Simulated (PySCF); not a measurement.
Input file:

```
{"job": {"kind": "nmr", "xc": "PBE", "basis": "pcSseg-1", "pop": false}, "charge": 0, "multiplicity": 1}
C      2.797230     0.302834     0.677574
O      1.641488     0.842112     1.286327
C      0.495978     0.096677     1.110583
O      0.145962    -0.705118     1.962621
C     -0.242725     0.368772    -0.091596
C     -1.421922    -0.263318    -0.342310
C     -2.237060    -0.007081    -1.566343
O     -1.938773    -1.158096     0.481434
H      2.663829     0.198376    -0.405313
H      3.046163    -0.673305     1.106473
H      3.600526     1.007488     0.882000
H      0.146497     1.102531    -0.774933
H     -1.750108     0.706802    -2.221548
H     -2.398818    -0.944052    -2.096046
H     -3.214282     0.372997    -1.273672
H     -1.333986    -1.247618     1.264748
```

Command:

```sh
OMP_NUM_THREADS=1 python ens_run.py task.json out
```

Geometry: GFN2-xTB; a saddle point, not a minimum.

All numbers below come from PBE/pcSseg-1, SCF density, gas phase, non-relativistic in PySCF.

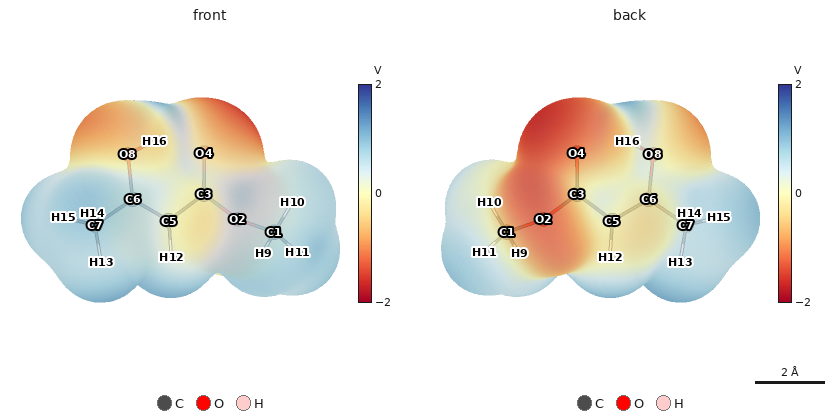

C₅H₈O₃. The molecular electrostatic potential painted on the density surface at 0.002 e/bohr³, seen from the front and from behind; the colour scale runs from red (negative) to blue (positive).

> Which sites attract a positive test charge, and which a negative one?

A positive charge is drawn to the negative regions and a negative charge to the positive ones. The most negative region (about −1.7 V, or −39 kcal/mol for a unit charge) lies over O4, the most positive (about +1.1 V, or +25 kcal/mol for a unit charge) over H12, H13 and H16. O4 is the likeliest acceptor of a hydrogen bond.

> How polar is the molecule by this calculation?

Its dipole moment is 3.22 D.
